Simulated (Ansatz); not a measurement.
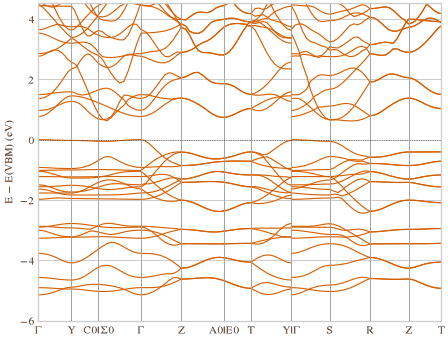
Band structure from plane-wave PAW LDA (Ansatz code)

The gap is 0.51 eV; an edge lies off the plotted path or next to a special point (maximum at Γ, minimum off the standard path).

The material is Rb₂NiP₂ in space group Cmcm (No. 63; Rb on 4c, Rb on 4c, Ni on 4a, P on 8g).

The first step of the workflow began from a Materials Project structure, measured or hypothetical; the Crystallography Open Database copy checked does not list it. Its standing as an ambient phase is unchecked. The cell was relaxed with LDA under the symmetry of its start; phonons on a q-mesh show no instability. No spin polarisation was allowed. Spin–orbit coupling is left out wherever it is not named.

Potentials: the later of the program's two PAW sets.
